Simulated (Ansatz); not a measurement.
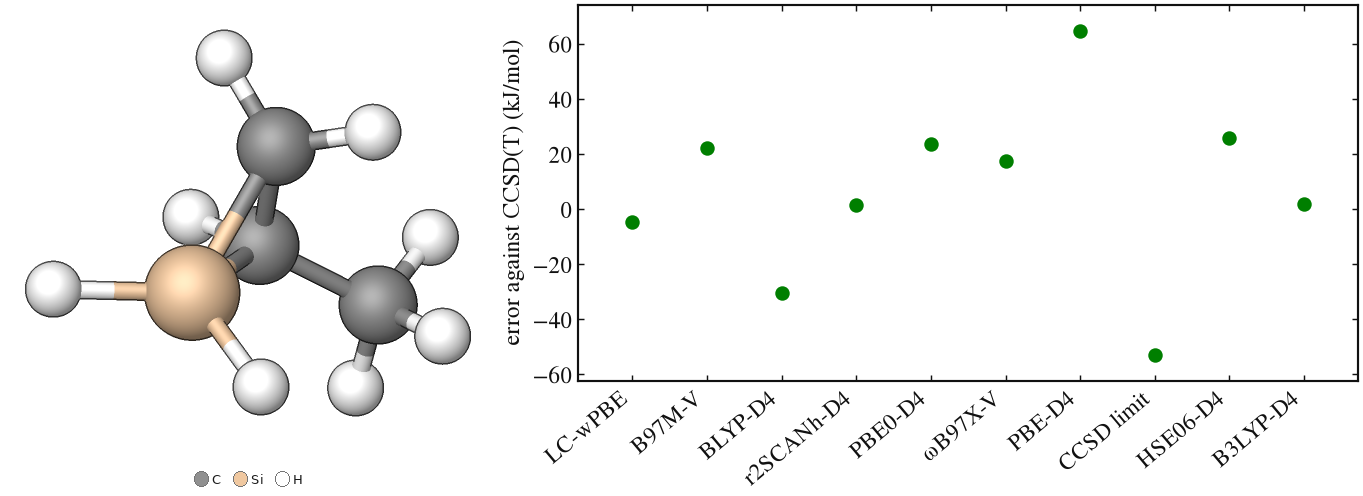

Error in the electronic atomisation energy (method less reference, so positive means overbinding) of C₃H₈Si, SMILES C[C@@H]1C[SiH2]1: functionals in def2-TZVPP against frozen-core CCSD(T) at the limit (MP2 extrapolated from triple and quadruple zeta, plus CCSD(T) less MP2 in a smaller set), which gives 4434.1 kJ/mol, at a PBE0-D4/def2-TZVP geometry (a minimum by its frequencies), no zero-point or spin-orbit term, the Ansatz code 0.2.0. The reference leaves out core correlation, a term that grows with the number of heavy atoms. No dispersion term is added to LC-wPBE. Limit means the basis limit.

Q: Which of these levels overbind, and which underbind?

A: Overbind: B97M-V, PBE0-D4, PBE-D4 and HSE06-D4. Underbind: BLYP-D4 and CCSD limit. Within 20 kJ/mol of zero, too close to call in view of what the reference leaves out: LC-wPBE, r2SCANh-D4, ωB97X-V and B3LYP-D4.

Q: Give the values.

A:
| level | kJ/mol |
| --- | --- |
| LC-wPBE | −4.6 |
| B97M-V | 22.3 |
| BLYP-D4 | −30.6 |
| r2SCANh-D4 | 1.5 |
| PBE0-D4 | 23.5 |
| ωB97X-V | 17.4 |
| PBE-D4 | 64.8 |
| CCSD limit | −53.0 |
| HSE06-D4 | 25.9 |
| B3LYP-D4 | 1.8 |
